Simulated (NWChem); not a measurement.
**One shape, several levels: CH5BF− (SMILES [BH3-]CF)**

Wanted: a comparison of 3 runs (HF/STO-3G, HF/3-21G, B3LYP/6-31G*) of CH5BF−. 

The results are computed with NWChem 7.3.0.

## (1) Starting point

CH5BF− has 8 atoms, charge -1, and is taken as a singlet. As SMILES, `[BH3-]CF`. The shape is that of a GFN2-xTB optimisation.

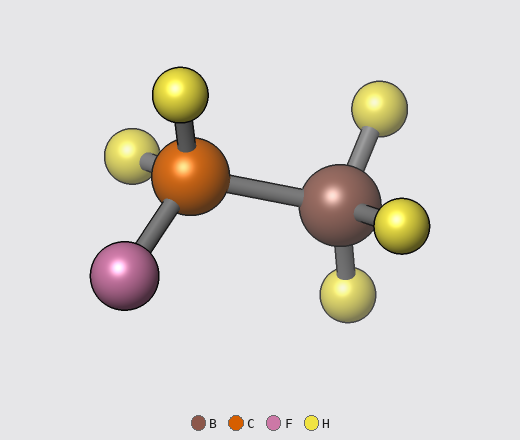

The structure, seen from a chosen angle (boron brown, carbon orange, fluorine pink, hydrogen yellow).

## (2) Energy and gradient at HF/STO-3G (run 1)

input.nw reads:

```
start input
memory total 2200 mb
charge -1

geometry units angstroms noautosym nocenter noautoz
   B     -0.551780     0.539550    -0.373100
   C      0.485140    -0.493460     0.382030
   F      1.540350    -1.002140    -0.412970
   H     -1.114370    -0.016270    -1.298200
   H      0.038640     1.528210    -0.767380
   H     -1.377000     0.863650     0.473950
   H      0.998440    -0.024140     1.234850
   H     -0.019400    -1.395390     0.760820
end

basis spherical bse
   * library STO-3G
end

scf
   thresh 1e-08
   maxiter 80
   print low
end

task scf gradient
```

Started as:

```sh
$ nwchem input.nw > input.out
```

Standard output:

```text
[...]
  functions       =    20
[...]
  wavefunction    = RHF
[...]
         Total SCF energy =   -162.600058995966
      One-electron energy =   -369.552161491514
      Two-electron energy =    137.804224206370
 Nuclear repulsion energy =     69.147878289179
        Time for solution =      0.6s
[...]
                         RHF ENERGY GRADIENTS
    atom               coordinates                        gradient
                 x          y          z           x          y          z
   1 B      -1.042713   1.019602  -0.705057    0.020805  -0.016236   0.002494
   2 C       0.916782  -0.932504   0.721932   -0.016878   0.007036   0.016092
   3 F       2.910839  -1.893770  -0.780400    0.006591  -0.004884  -0.000041
   4 H      -2.105854  -0.030746  -2.453242   -0.012661  -0.010666  -0.018548
   5 H       0.073019   2.887898  -1.450138    0.011020   0.020971  -0.007760
   6 H      -2.602153   1.632062   0.895636   -0.017667   0.005909   0.020924
   7 H       1.886778  -0.045618   2.333528    0.005504   0.000556  -0.006100
   8 H      -0.036661  -2.636905   1.437741    0.003287  -0.002687  -0.007061
 Task  times  cpu:        0.8s     wall:        0.8s
 Total times  cpu:        0.8s     wall:        0.8s
```

It took 1.3 s on 1 thread of Intel Xeon 6975P-C (Granite Rapids), shared host; peak memory 0.1 GiB.

## (3) Energy and forces at HF/3-21G (run 2)

struct.nw reads:

```
start struct
title "CH5BF hf"
memory stack 880 mb heap 220 mb global 1100 mb
charge -1

geometry units angstroms noautosym nocenter noautoz
  B     -0.551780     0.539550    -0.373100
  C      0.485140    -0.493460     0.382030
  F      1.540350    -1.002140    -0.412970
  H     -1.114370    -0.016270    -1.298200
  H      0.038640     1.528210    -0.767380
  H     -1.377000     0.863650     0.473950
  H      0.998440    -0.024140     1.234850
  H     -0.019400    -1.395390     0.760820
end

basis spherical bse
  * library 3-21G
end

scf
  singlet
  rhf
  thresh 1e-08
  maxiter 80
end

task scf gradient
```

Started as:

```sh
$ nwchem struct.nw > struct.out
```

Standard output:

```text
[...]
  functions       =    37
[...]
  wavefunction    = RHF
[...]
         Total SCF energy =   -163.968114809181
      One-electron energy =   -368.741397694318
      Two-electron energy =    135.625404595958
 Nuclear repulsion energy =     69.147878289179
        Time for solution =      0.5s
[...]
                         RHF ENERGY GRADIENTS
    atom               coordinates                        gradient
                 x          y          z           x          y          z
   1 B      -1.042713   1.019602  -0.705057   -0.005452   0.005915  -0.005150
   2 C       0.916782  -0.932504   0.721932    0.008633  -0.000016  -0.018432
   3 F       2.910839  -1.893770  -0.780400   -0.016431   0.005252   0.020130
   4 H      -2.105854  -0.030746  -2.453242    0.002836   0.002874   0.005402
   5 H       0.073019   2.887898  -1.450138   -0.003210  -0.005274   0.002515
   6 H      -2.602153   1.632062   0.895636    0.004844  -0.002694  -0.002777
   7 H       1.886778  -0.045618   2.333528    0.007399   0.001133   0.000532
   8 H      -0.036661  -2.636905   1.437741    0.001380  -0.007189  -0.002220
[...]
```

It took 1.2 s on 1 thread of Intel Xeon 6975P-C (Granite Rapids), shared host; peak memory 0.099 GiB.

## (4) Energy and gradient at B3LYP/6-31G(d) (Cartesian functions) (run 3)

struct.xyz reads:

```xyz
8
CH5BF
B     -0.551780     0.539550    -0.373100
C      0.485140    -0.493460     0.382030
F      1.540350    -1.002140    -0.412970
H     -1.114370    -0.016270    -1.298200
H      0.038640     1.528210    -0.767380
H     -1.377000     0.863650     0.473950
H      0.998440    -0.024140     1.234850
H     -0.019400    -1.395390     0.760820
```

struct.nw reads:

```
start struct
title "CH5BF"
memory stack 880 mb heap 220 mb global 1100 mb
charge -1

geometry units angstroms noautosym nocenter noautoz
  load struct.xyz
end

basis cartesian
  * library 6-31G*
end

dft
  xc b3lyp
  grid xfine
  convergence energy 1e-08
  maxiter 100
  mulliken
  print low
end

task dft gradient
```

Started as:

```sh
$ nwchem struct.nw > struct.out
```

Standard output:

```text
[...]
 d= 0,ls=0.0,diis     1   -165.6623181185 -2.35D+02  2.55D-02  1.25D+00     1.8
[...]
 d= 0,ls=0.0,diis    10   -165.8040769486 -9.35D-11  1.11D-07  2.68D-11    14.2
         Total DFT energy =     -165.804076948591
      One electron energy =     -370.130124658667
           Coulomb energy =      157.276061450219
    Exchange-Corr. energy =      -22.097892029322
 Nuclear repulsion energy =       69.147878289179
[...]
                         DFT ENERGY GRADIENTS
    atom               coordinates                        gradient
                 x          y          z           x          y          z
   1 B      -1.042713   1.019602  -0.705057   -0.008082   0.008508  -0.006984
   2 C       0.916782  -0.932504   0.721932    0.009934  -0.007974   0.001789
   3 F       2.910839  -1.893770  -0.780400   -0.010779   0.003961   0.011728
   4 H      -2.105854  -0.030746  -2.453242    0.003623   0.003462   0.005952
   5 H       0.073019   2.887898  -1.450138   -0.003648  -0.006318   0.002509
   6 H      -2.602153   1.632062   0.895636    0.004601  -0.002177  -0.003747
   7 H       1.886778  -0.045618   2.333528    0.001020  -0.001195  -0.006187
   8 H      -0.036661  -2.636905   1.437741    0.003330   0.001733  -0.005061
 Task  times  cpu:       16.8s     wall:       16.8s
 Total times  cpu:       16.8s     wall:       16.8s
```

Wall time 17 s (1 thread of Intel Xeon 6975P-C (Granite Rapids), shared host); peak memory 0.14 GiB.

## (5) Overview of the runs

```csv
run,level,Cartesian functions,iteration cap,energy (Eh),largest force (eV/Å),wall time
1,HF/STO-3G,no,80,-162.600059,1.441,1.3 s
2,HF/3-21G,no,80,-163.968115,1.363,1.2 s
3,B3LYP/6-31G* (Cartesian functions),yes,100,-165.804077,0.844,17 s
```

## (6) What came out

| quantity | value |
| --- | --- |
| run 3: total energy | -165.80408 Eh |
| run 3: largest force on an atom | 0.844 eV/Å |

What this shows: In run 1 the basis is minimal, so the values are rough. All runs together took 20 s, the longest 17 s.
